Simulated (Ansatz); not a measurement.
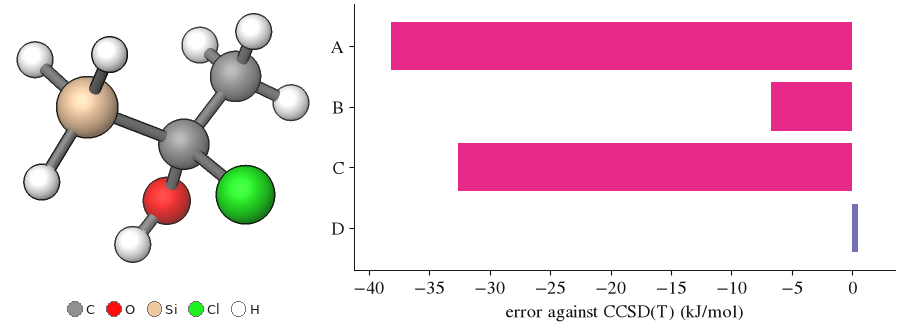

Error in the electronic atomisation energy (method less reference, so positive means overbinding) of C₂H₇ClOSi, SMILES C[C@](O)([SiH3])Cl: functionals in def2-TZVPP against frozen-core CCSD(T) at the limit (MP2 extrapolated from triple and quadruple zeta, plus CCSD(T) less MP2 in a smaller set), which gives 4191.4 kJ/mol, at a PBE0-D4/def2-TZVP geometry (a minimum by its frequencies), no zero-point or spin-orbit term, the Ansatz code. The reference leaves out core correlation, a term that grows with the number of heavy atoms. No dispersion term is added to LC-wPBE.

Question: The letters stand for B97M-V, LC-wPBE, PBE0-D4 and revPBE-D4. Which is which?

Answer: A: LC-wPBE (−38.1 kJ/mol); B: PBE0-D4 (−6.8 kJ/mol); C: revPBE-D4 (−32.6 kJ/mol); D: B97M-V (0.5 kJ/mol).
